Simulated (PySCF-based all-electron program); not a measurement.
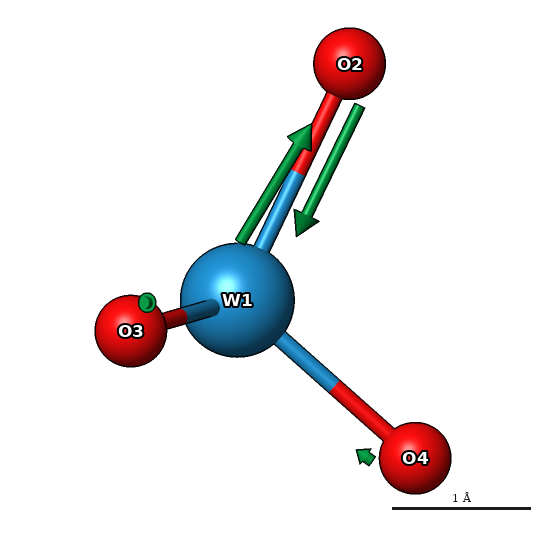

Arrows show the forces on the atoms, 0.2 Å of arrow for 1 eV/Å; forces under a tenth of the largest aren't drawn. The species is neutral and a spin singlet. Level of theory: PBE, all-electron, scalar-relativistic (Koelling-Harmon), large uncontracted Gaussian sets (PySCF-based all-electron program).

Which bond do the forces act along most?

W1–O2, now 1.907 Å: the forces pull its atoms together, so a first step downhill shortens it.

List the force components in the frame of the picture (x right, y up, z towards the viewer), in eV/Å.

```json
{"atom": "W1", "Fx": "2.63", "Fy": "4.36", "Fz": "0.88"}
{"atom": "O2", "Fx": "−2.34", "Fy": "−4.83", "Fz": "−0.23"}
{"atom": "O3", "Fx": "0.33", "Fy": "0.02", "Fz": "−0.69"}
{"atom": "O4", "Fx": "−0.62", "Fy": "0.44", "Fz": "0.05"}
```
